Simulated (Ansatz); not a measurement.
# BH2Br + H2S: a complex and its separated parts

The complex below is one end of an elementary step. How strongly is it bound against its free parts?

The runs use Ansatz 0.2.0, Gaussian basis; PBE0-D4/def2-TZVP structures, single points in def2-TZVPP, no counterpoise correction.

Levels: SPW92, PBE-D4, BLYP-D4, r2SCAN-D4, B97M-V, PBE0-D4, B3LYP-D4, r2SCAN0-D4, BHLYP-D4, CAM-B3LYP-D4, wB97X-V, wB97M-V, B2PLYP, PBE-QIDH, RPA on PBE, Hartree-Fock, MP2, CCSD, CCSD(T).

Cores are frozen in the correlated methods. Filled d shells of the heavier atoms are correlated. B3LYP uses VWN-RPA correlation. B2PLYP carries no dispersion term here.

20 further runs of the same task are left out: 20 set aside as unsound or not needed.

## 1. The system as given

The complex: 7 atoms, charge 0, spin multiplicity 1.

Atoms are counted from 1 here; the program's logs count them from 0.

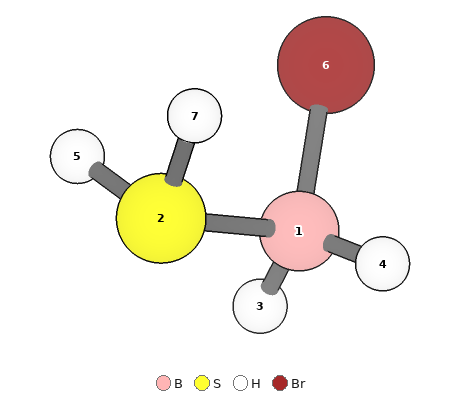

The starting geometry (boron pink, sulfur yellow, hydrogen white, bromine red); atoms are numbered from 1 in the order of the file.

Coordinates:

```xyz
7

B    -0.75757   -0.34525   -0.13275
S     1.06773    0.23258   -0.65592
H    -0.70574   -1.52637   -0.33482
H    -1.43872    0.29511   -0.88427
H     1.78648   -0.25869    0.37160
Br   -1.03676    0.12184    1.78673
H     1.08458    1.48078   -0.15057
```

Its parts: BH2Br holds atoms 1, 3, 4, 6; H2S holds atoms 2, 5, 7. Each part counts its atoms afresh in its own runs.

## 2. Relaxing BH2Br alone

relax-a/in.yaml

```yaml
crystal:
  periodic: [false, false, false]
  atoms:
    - {symbol: B, position_ang: [-0.757569, -0.345249, -0.132750]}
    - {symbol: H, position_ang: [-0.705744, -1.526372, -0.334824]}
    - {symbol: H, position_ang: [-1.438724, 0.295105, -0.884272]}
    - {symbol: Br, position_ang: [-1.036757, 0.121845, 1.786728]}
basis:
  gaussian: {orbitals: def2-TZVP}
hamiltonian: {xc: pbe0, dispersion: d4}
relax: {f_tol: 0.005, max_steps: 200}
```

The command line of these runs was not kept.

Output, cut to the lines that bear on the results:

```text
Functional definition: PBE0
  name "PBE0"
  cite "Adamo & Barone, J. Chem. Phys. 110, 6158 (1999) doi:10.1063/1.478522"
  cite "Perdew, Burke & Ernzerhof, Phys. Rev. Lett. 77, 3865 (1996) doi:10.1103/PhysRevLett.77.3865"
  parent pbe
[...]
670 factors; their error is unknown
[...]
mean field -70745.91410544 eV, -2599.8643900718 hartree, gradient 1.5e-5 eV, S^2 0.000000; 0 other end points of the search recorded, 0 dependent functions left out
[...]
reference -70745.91413029 eV, -2599.8643909853 hartree; 21, 21 occupied and 70, 70 virtual orbitals, 670 factors
relax step   1: F+E_penalty+E_count = -70745.95103705 eV  Δ(F+E_penalty+E_count) = +0.000e0 eV  max|allowed force component| = 2.817e0 eV/Å  Δτ_max = 0.0000 Å  (24 SCF iters, accepted)
[...]
relax step   5: F+E_penalty+E_count = -70746.50402148 eV  Δ(F+E_penalty+E_count) = -3.538e-4 eV  max|allowed force component| = 7.336e-3 eV/Å  Δτ_max = 0.0027 Å  (30 SCF iters, accepted)
[...]
relax step   6: F+E_penalty+E_count = -70746.50402454 eV  Δ(F+E_penalty+E_count) = -3.062e-6 eV  max|allowed force component| = 1.533e-4 eV/Å  Δτ_max = 0.0005 Å  (30 SCF iters, accepted)
670 factors; their error is unknown
[...]
mean field -70746.46701059 eV, -2599.8847089616 hartree, gradient 1.6e-5 eV, S^2 0.000000; 1 other end points of the search recorded, 0 dependent functions left out
[...]
reference -70746.46703525 eV, -2599.8847098679 hartree; 21, 21 occupied and 70, 70 virtual orbitals, 670 factors
Total energy: -70746.50404920 eV, -2599.8860701054 hartree
Atom 0 at    -0.984750    -0.420134    -0.078336 Å, force     0.000014     0.000000    -0.000029 eV/Å
Atom 1 at    -0.607009    -1.519462    -0.326103 Å, force     0.000049    -0.000153    -0.000009 eV/Å
Atom 2 at    -1.362770     0.358550    -0.892800 Å, force    -0.000060     0.000117    -0.000092 eV/Å
Atom 3 at    -0.984266     0.126374     1.732122 Å, force    -0.000003     0.000037     0.000130 eV/Å
Dipole moment:    -0.000029    -0.032581    -0.107932 e Å
```

It took 8 s on 2 threads, shared host; peak memory 0.14 GiB.

Step by step:

```tsv
step	energy from step 1 (eV)	largest force component (eV/Å)
1	0.0000	2.8170
2	-0.4870	0.8782
3	-0.5466	0.4323
4	-0.5526	0.1306
5	-0.5530	0.0073
6	-0.5530	0.0002
```

Distances of close pairs at the start and the end, largest changes first:

```tsv
bond	before (Å)	after (Å)	change (Å)
B1–Br4	1.995	1.891	-0.104
B1–H3	1.200	1.189	-0.011
B1–H2	1.199	1.189	-0.011
```

## 3. Relaxing H2S alone

relax-b/in.yaml

```yaml
crystal:
  periodic: [false, false, false]
  atoms:
    - {symbol: S, position_ang: [1.067731, 0.232580, -0.655916]}
    - {symbol: H, position_ang: [1.786483, -0.258690, 0.371599]}
    - {symbol: H, position_ang: [1.084581, 1.480782, -0.150566]}
basis:
  gaussian: {orbitals: def2-TZVP}
hamiltonian: {xc: pbe0, dispersion: d4}
relax: {f_tol: 0.005, max_steps: 200}
```

Output:

```text
[... 5 set-up lines as earlier in the session ...]
  parameter a = 0.25
  parameter kappa = 0.804
  parameter beta = 0.06672455060314922
  exchange = (1 - a)*pbe_x(kappa = kappa, mu = beta*pi^2/3) + a*exact_x
  correlation = pbe_c(beta = beta)
359 factors; their error is unknown
mean field evaluation 1: about -10864.0311 eV, gradient 1.2e1 eV
mean field evaluation 2: about -10864.1807 eV, gradient 1.1e1 eV
mean field evaluation 4: about -10864.4257 eV, gradient 2.6e-1 eV
mean field evaluation 8: about -10864.4496 eV, gradient 8.2e-4 eV
mean field -10864.44961770 eV, -399.2611592620 hartree, gradient 5.0e-5 eV, S^2 0.000000; 0 other end points of the search recorded, 0 dependent functions left out
the calculation of the forces begins
reference -10864.44963423 eV, -399.2611598695 hartree; 9, 9 occupied and 40, 40 virtual orbitals, 359 factors
relax step   1: F+E_penalty+E_count = -10864.46180144 eV  Δ(F+E_penalty+E_count) = +0.000e0 eV  max|allowed force component| = 1.400e-1 eV/Å  Δτ_max = 0.0000 Å  (21 SCF iters, accepted)
these checks for a lower state are left out or cut short: starts, cluster_reference, orbital_swaps, neighbouring_geometries, increment
359 factors; their error is unknown
mean field evaluation 16: about -10864.4503 eV, gradient 1.5e-5 eV
mean field -10864.45034676 eV, -399.2611860543 hartree, gradient 2.4e-5 eV, S^2 0.000000; 0 other end points of the search recorded, 0 dependent functions left out
the calculation of the forces begins
reference -10864.45036328 eV, -399.2611866615 hartree; 9, 9 occupied and 40, 40 virtual orbitals, 359 factors
relax step   2: F+E_penalty+E_count = -10864.46252979 eV  Δ(F+E_penalty+E_count) = -7.283e-4 eV  max|allowed force component| = 6.666e-2 eV/Å  Δτ_max = 0.0056 Å  (26 SCF iters, accepted)
these checks for a lower state are left out or cut short: starts, cluster_reference, orbital_swaps, neighbouring_geometries, increment
359 factors; their error is unknown
mean field -10864.45046314 eV, -399.2611903312 hartree, gradient 1.6e-5 eV, S^2 0.000000; 0 other end points of the search recorded, 0 dependent functions left out
the calculation of the forces begins
reference -10864.45047964 eV, -399.2611909379 hartree; 9, 9 occupied and 40, 40 virtual orbitals, 359 factors
relax step   3: F+E_penalty+E_count = -10864.46264267 eV  Δ(F+E_penalty+E_count) = -1.129e-4 eV  max|allowed force component| = 3.255e-4 eV/Å  Δτ_max = 0.0015 Å  (20 SCF iters, accepted)
359 factors; their error is unknown
mean field evaluation 32: about -10864.4253 eV, gradient 7.8e-1 eV
mean field -10864.45046314 eV, -399.2611903312 hartree, gradient 1.6e-5 eV, S^2 0.000000; 1 other end points of the search recorded, 0 dependent functions left out
the calculation of the forces begins
reference -10864.45047964 eV, -399.2611909379 hartree; 9, 9 occupied and 40, 40 virtual orbitals, 359 factors
Total energy: -10864.46265918 eV, -399.2616385274 hartree
Atom 0 at     1.068106     0.232955    -0.655139 Å, force    -0.000053    -0.000044    -0.000106 eV/Å
Atom 1 at     1.784090    -0.253418     0.369568 Å, force     0.000151    -0.000281     0.000148 eV/Å
Atom 2 at     1.086599     1.475135    -0.149312 Å, force    -0.000098     0.000326    -0.000042 eV/Å
Dipole moment:     0.095660     0.098438     0.199339 e Å
```

It took 1.1 s on 2 threads, shared host; peak memory 0.08 GiB.

Along the way:

```tsv
step	energy from step 1 (eV)	largest force component (eV/Å)
1	0.0000	0.1400
2	-0.0007	0.0667
3	-0.0008	0.0003
```

Close pairs (by a distance rule), those that changed most:

```tsv
bond	before (Å)	after (Å)	change (Å)
S1–H2	1.347	1.341	-0.005
S1–H3	1.347	1.341	-0.005
```

## 4. wB97M-V/def2-TZVPP

parta/in.yaml

```yaml
crystal:
  periodic: [false, false, false]
  atoms:
    - {symbol: B, position_ang: [-0.984750, -0.420134, -0.078336]}
    - {symbol: H, position_ang: [-0.607009, -1.519462, -0.326103]}
    - {symbol: H, position_ang: [-1.362770, 0.358550, -0.892800]}
    - {symbol: Br, position_ang: [-0.984266, 0.126374, 1.732122]}
basis:
  gaussian: {orbitals: def2-TZVPP}
hamiltonian: {xc: {name: wB97M-V}}
```

partb/in.yaml

```yaml
crystal:
  periodic: [false, false, false]
  atoms:
    - {symbol: S, position_ang: [1.068106, 0.232955, -0.655139]}
    - {symbol: H, position_ang: [1.784090, -0.253418, 0.369568]}
    - {symbol: H, position_ang: [1.086599, 1.475135, -0.149312]}
basis:
  gaussian: {orbitals: def2-TZVPP}
hamiltonian: {xc: {name: wB97M-V}}
```

Log of parta, cut to the lines that bear on the results:

```text
Functional definition: wB97M-V
  name "wB97M-V"
  cite "Mardirossian & Head-Gordon, J. Chem. Phys. 144, 214110 (2016) doi:10.1063/1.4952647"
  cite "Becke, J. Chem. Phys. 107, 8554 (1997) doi:10.1063/1.475007"
  cite "Vydrov & Van Voorhis, J. Chem. Phys. 133, 244103 (2010) doi:10.1063/1.3521275"
  # Of w^i u^j: cxij and so on, Table III.
[...]
  gx(w, u) = 1 - cx + cx01*u + cx10*w
  gss(w, u) = css00 + css04*u^4 + css10*w + css20*w^2 + css43*w^4*u^3
  gos(w, u) = cos00 + cos10*w + (cos20 + cos21*u)*w^2 + (cos60 + cos61*u)*w^6
[...]
      + integral(e_c_pw_mod_opposite_spin*gos(b97_w_opposite, b97_u_opposite)) + vv10(b, c)
695 factors; their error is unknown
139 factors; integrals over basis functions are off by at most 7.3e-5 eV
[...]
mean field -70751.20683735 eV, -2600.0588943820 hartree, gradient 3.3e-5 eV, S^2 0.000000; 0 other end points of the search recorded, 0 dependent functions left out
reference -70751.20687588 eV, -2600.0588957981 hartree; 21, 21 occupied and 86, 86 virtual orbitals, 695 factors
Total energy: -70751.20687588 eV, -2600.0588957981 hartree
```

Output in partb, cut to the lines that bear on the results:

```text
[... 5 set-up lines as earlier in the session ...]
  # Of w^i u^j: cxij and so on, Table III.
[...]
  gx(w, u) = 1 - cx + cx01*u + cx10*w
  gss(w, u) = css00 + css04*u^4 + css10*w + css20*w^2 + css43*w^4*u^3
  gos(w, u) = cos00 + cos10*w + (cos20 + cos21*u)*w^2 + (cos60 + cos61*u)*w^6
[...]
      + integral(e_c_pw_mod_opposite_spin*gos(b97_w_opposite, b97_u_opposite)) + vv10(b, c)
409 factors; their error is unknown
87 factors; integrals over basis functions are off by at most 4.4e-5 eV
[...]
mean field -10867.51056891 eV, -399.3736471443 hartree, gradient 7.8e-6 eV, S^2 0.000000; 0 other end points of the search recorded, 0 dependent functions left out
reference -10867.51059708 eV, -399.3736481796 hartree; 9, 9 occupied and 61, 61 virtual orbitals, 409 factors
Total energy: -10867.51059708 eV, -399.3736481796 hartree
```

They took 3.2 s (parta), 1.1 s (partb) on 2 threads, shared host; peak memory 0.21 GiB.

## 5. CCSD(T)/def2-TZVPP

Each input of step 4 (parta, partb) changes in the same lines:

```diff
-hamiltonian: {xc: {name: wB97M-V}}
+correlation: {method: ccsd_t}
```

Output in parta, cut to the lines that bear on the results:

```text
Functional definition: HF
  name "HF"
  cite "Fock, Z. Phys. 61, 126 (1930) doi:10.1007/BF01340294"
[... 1 set-up line as earlier in the session ...]
[...]
669 factors; integrals over basis functions are off by at most 1.4e-3 eV
[...]
mean field -70703.04008337 eV, -2598.2887988221 hartree, gradient 1.2e-6 eV, S^2 0.000000; 0 other end points of the search recorded, 0 dependent functions left out
10 core orbitals not correlated: weight in the atoms' cores, before any rotation towards them, 1.000 or more for the frozen orbitals, at most 0.000 for the correlated occupied ones
reference -70703.04008337 eV, -2598.2887988221 hartree; 11, 11 occupied and 86, 86 virtual orbitals, 669 factors
second order -10.35633963 eV of doubles, -0.00000000 eV of singles
cycle   1  -10.58913956 eV  change   -2.3e-1 eV  update   6.6e-2
[...]
cycle   9  -10.88720565 eV  change    5.1e-6 eV  update   7.3e-6
perturbative correction -0.36542757 eV, -0.0134292155 hartree
Total energy: -70714.29271659 eV, -2598.7023254657 hartree
```

partb printed, cut to the lines that bear on the results:

```text
[... 4 set-up lines as earlier in the session ...]
[...]
386 factors; integrals over basis functions are off by at most 7.9e-4 eV
[...]
mean field -10849.38780195 eV, -398.7076477424 hartree, gradient 1.3e-6 eV, S^2 0.000000; 0 other end points of the search recorded, 0 dependent functions left out
5 core orbitals not correlated: weight in the atoms' cores, before any rotation towards them, 1.000 or more for the frozen orbitals, at most 0.000 for the correlated occupied ones
reference -10849.38780195 eV, -398.7076477424 hartree; 4, 4 occupied and 61, 61 virtual orbitals, 386 factors
second order -5.20091463 eV of doubles, -0.00000000 eV of singles
cycle   1  -5.68438376 eV  change   -4.8e-1 eV  update   4.9e-2
[...]
cycle   8  -5.86289524 eV  change    2.6e-6 eV  update   5.9e-6
perturbative correction -0.21792681 eV, -0.0080086627 hartree
Total energy: -10855.46862400 eV, -398.9311138310 hartree
```

Times: 3.3 s (parta), 0.4 s (partb) on 2 threads, shared host; peak memory 0.31 GiB.

## 6. Vibrations of BH2Br

vib-parta/in.yaml

```yaml
crystal:
  periodic: [false, false, false]
  atoms:
    - {symbol: B, position_ang: [-0.984750, -0.420134, -0.078336]}
    - {symbol: H, position_ang: [-0.607009, -1.519462, -0.326103]}
    - {symbol: H, position_ang: [-1.362770, 0.358550, -0.892800]}
    - {symbol: Br, position_ang: [-0.984266, 0.126374, 1.732122]}
basis:
  gaussian: {orbitals: def2-TZVP}
hamiltonian: {xc: pbe0, dispersion: d4}
phonons: {temperatures: {t_min: 298.15, t_max: 900, t_step: 200}}
```

Output, cut to the lines that bear on the results:

```text
[... 5 set-up lines as earlier in the session ...]
[...]
670 factors; their error is unknown
[...]
mean field -70746.46701059 eV, -2599.8847089615 hartree, gradient 3.2e-5 eV, S^2 0.000000; 0 other end points of the search recorded, 0 dependent functions left out
[...]
reference -70746.46703525 eV, -2599.8847098677 hartree; 21, 21 occupied and 70, 70 virtual orbitals, 670 factors
[...]
670 factors; their error is unknown
mean field -70746.46692255 eV, -2599.8847057262 hartree, gradient 4.8e-7 eV, S^2 0.000000; 0 other end points of the search recorded, 0 dependent functions left out
[...]
reference -70746.46694721 eV, -2599.8847066323 hartree; 21, 21 occupied and 70, 70 virtual orbitals, 670 factors
[...]
reference -70746.46701525 eV, -2599.8847091326 hartree; 21, 21 occupied and 70, 70 virtual orbitals, 670 factors
[...]
670 factors; their error is unknown
mean field -70746.46698441 eV, -2599.8847079996 hartree, gradient 4.8e-7 eV, S^2 0.000000; 0 other end points of the search recorded, 0 dependent functions left out
[...]
reference -70746.46700907 eV, -2599.8847089056 hartree; 21, 21 occupied and 70, 70 virtual orbitals, 670 factors
Total energy: -70746.50404920 eV, -2599.8860701053 hartree
Atom 0 at    -0.984750    -0.420134    -0.078336 Å, force    -0.000000    -0.000008    -0.000028 eV/Å
Atom 1 at    -0.607009    -1.519462    -0.326103 Å, force     0.000053    -0.000146    -0.000011 eV/Å
Atom 2 at    -1.362770     0.358550    -0.892800 Å, force    -0.000053     0.000116    -0.000090 eV/Å
Atom 3 at    -0.984266     0.126374     1.732122 Å, force     0.000000     0.000039     0.000129 eV/Å
Dipole moment:    -0.000029    -0.032580    -0.107931 e Å
Vibrations: 702.99 812.89 965.34 1191.56 2622.65 2744.35 cm⁻¹, zero-point energy 0.560394 eV
```

Run time: 7 s. Hardware: 2 threads, shared host; peak memory 0.14 GiB.

The modes, with what each moves most:

```tsv
mode	wavenumber (cm⁻¹)	character
1	703	B–Br stretch
2	813	bend
3	965	out-of-plane bend
4	1192	bend
5	2623	B–H stretch
6	2744	B–H stretch
```

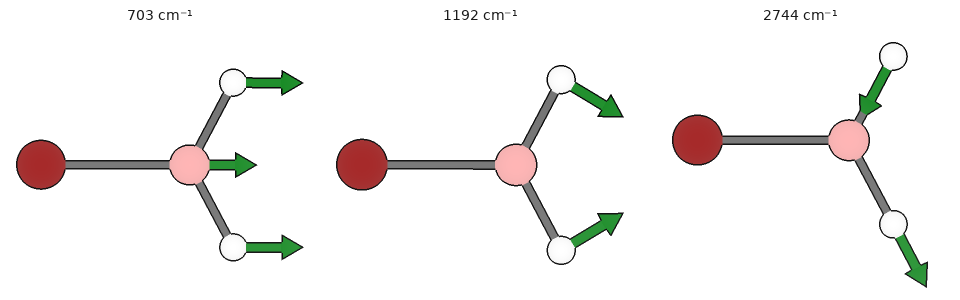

How the atoms move in 3 of the modes.

Vibrational sums (real modes only):

```tsv
T (K)	entropy (J/mol/K)	heat capacity (J/mol/K)
298	2.7	8.7
498	9.9	19.6
698	17.8	26.8
898	25.2	32.0
```

## 7. Vibrations of H2S

vib-partb/in.yaml

```yaml
crystal:
  periodic: [false, false, false]
  atoms:
    - {symbol: S, position_ang: [1.068106, 0.232955, -0.655139]}
    - {symbol: H, position_ang: [1.784090, -0.253418, 0.369568]}
    - {symbol: H, position_ang: [1.086599, 1.475135, -0.149312]}
basis:
  gaussian: {orbitals: def2-TZVP}
hamiltonian: {xc: pbe0, dispersion: d4}
phonons: {temperatures: {t_min: 298.15, t_max: 900, t_step: 200}}
```

Output, cut to the lines that bear on the results:

```text
[... 5 set-up lines as earlier in the session ...]
[...]
359 factors; their error is unknown
[...]
mean field -10864.45046314 eV, -399.2611903312 hartree, gradient 4.8e-5 eV, S^2 0.000000; 0 other end points of the search recorded, 0 dependent functions left out
[...]
reference -10864.45047964 eV, -399.2611909379 hartree; 9, 9 occupied and 40, 40 virtual orbitals, 359 factors
[...]
359 factors; their error is unknown
[...]
mean field -10864.45040461 eV, -399.2611881804 hartree, gradient 5.3e-7 eV, S^2 0.000000; 0 other end points of the search recorded, 0 dependent functions left out
[...]
reference -10864.45042111 eV, -399.2611887868 hartree; 9, 9 occupied and 40, 40 virtual orbitals, 359 factors
[...]
mean field -10864.45045422 eV, -399.2611900034 hartree, gradient 2.1e-6 eV, S^2 0.000000; 0 other end points of the search recorded, 0 dependent functions left out
[...]
reference -10864.45047072 eV, -399.2611906101 hartree; 9, 9 occupied and 40, 40 virtual orbitals, 359 factors
[...]
359 factors; their error is unknown
mean field -10864.45045281 eV, -399.2611899516 hartree, gradient 1.4e-6 eV, S^2 0.000000; 0 other end points of the search recorded, 0 dependent functions left out
[...]
reference -10864.45046932 eV, -399.2611905583 hartree; 9, 9 occupied and 40, 40 virtual orbitals, 359 factors
Total energy: -10864.46265918 eV, -399.2616385274 hartree
Atom 0 at     1.068106     0.232955    -0.655139 Å, force    -0.000050    -0.000051    -0.000104 eV/Å
Atom 1 at     1.784090    -0.253418     0.369568 Å, force     0.000148    -0.000280     0.000144 eV/Å
Atom 2 at     1.086599     1.475135    -0.149312 Å, force    -0.000098     0.000331    -0.000040 eV/Å
Dipole moment:     0.095659     0.098437     0.199338 e Å
Vibrations: 1209.05 2724.43 2739.73 cm⁻¹, zero-point energy 0.413686 eV
```

It took 1.3 s on 2 threads, shared host; peak memory 0.08 GiB.

The modes, with what each moves most:

```tsv
mode	wavenumber (cm⁻¹)	character
1	1209	bend
2	2724	S–H stretch
3	2740	S–H stretch
```

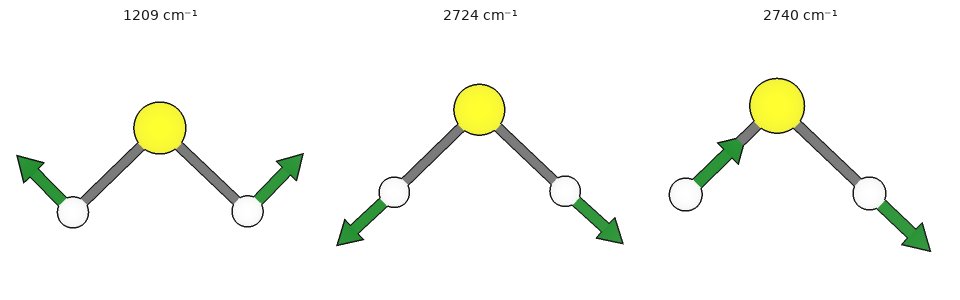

Displacements of 3 modes, as arrows.

Vibrational sums (real modes only):

```tsv
T (K)	entropy (J/mol/K)	heat capacity (J/mol/K)
298	0.2	0.8
498	1.2	3.7
698	3.0	7.0
898	5.1	10.2
```

## 8. Complex less separated parts

The complex's own energies come from single points at the same levels. Levels not printed above were run the same way.

Rows are in def2-TZVPP; times add the 3 runs of a level on a shared host, so small differences are noise.

Differences are taken before rounding.

```tsv
method	rung	complex less parts (eV)	from CCSD(T) (eV)	time
SPW92	LDA	-1.014	-0.599	2.2 s
PBE-D4	GGA	-0.679	-0.264	3.4 s
BLYP-D4	GGA	-0.444	-0.029	3.6 s
r2SCAN-D4	meta-GGA	-0.596	-0.181	7.5 s
B97M-V	meta-GGA	-0.444	-0.029	17 s
PBE0-D4	hybrid	-0.650	-0.235	4.6 s
B3LYP-D4	hybrid	-0.448	-0.034	5 s
r2SCAN0-D4	hybrid	-0.594	-0.179	8.2 s
BHLYP-D4	hybrid	-0.416	-0.001	4.7 s
CAM-B3LYP-D4	range-separated hybrid	-0.457	-0.043	6.1 s
wB97X-V	range-separated hybrid	-0.501	-0.086	13 s
wB97M-V	range-separated hybrid	-0.498	-0.083	14 s
B2PLYP	double hybrid	-0.370	+0.045	7.2 s
PBE-QIDH	double hybrid	-0.575	-0.160	8.3 s
RPA on PBE	RPA	-0.308	+0.107	6.2 s
Hartree-Fock	wavefunction	0.054	+0.468	
MP2	wavefunction	-0.513	-0.099	
CCSD	wavefunction	-0.346	+0.068	
CCSD(T)	wavefunction	-0.415	0	66 s
```

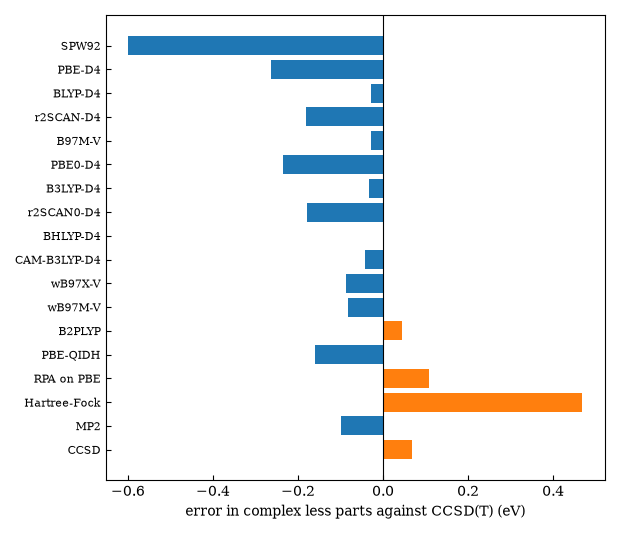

How far each level lands from CCSD(T).

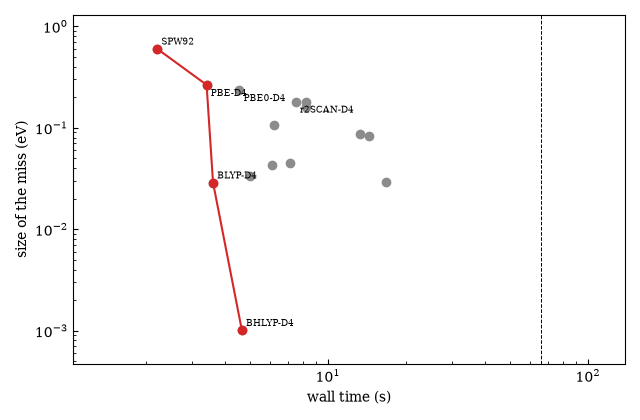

Accuracy for the time spent; red marks the levels that beat every quicker one drawn (of those quicker than the yardstick), and the dashed line is the time of CCSD(T). Only those levels and the largest misses are named. Times are from a shared host.

For cost: BHLYP-D4 gets within 0.001 eV in 4.7 s, where CCSD(T) took 66 s; the quickest level in the cost chart, SPW92, takes 2.2 s and misses by 0.599 eV.

The complex's zero-point energy, from a separate PBE0-D4 run, is 1.129 eV.

## 9. Summary of results

```
                              quantity      value
complex less parts, CCSD(T)/def2-TZVPP  -0.415 eV
                with zero-point energy  -0.260 eV
                 largest T1 diagnostic      0.010
```

What this shows: At CCSD(T) the complex lies 0.415 eV below its parts. Among the functionals BHLYP-D4 lands nearest to CCSD(T) (-0.001 eV) and SPW92 farthest (-0.599 eV). Mean unsigned error by rung: LDA 0.599, GGA 0.146, meta-GGA 0.105, hybrid 0.112, range-separated hybrid 0.071, double hybrid 0.103 eV. PBE-D4 gives a relative energy 0.264 eV too low, outside chemical accuracy (1 kcal/mol, 0.043 eV). No counterpoise was applied, and triple zeta lacks some correlation, so the CCSD(T) reference has a basis error of its own, and close matches with it are partly luck.
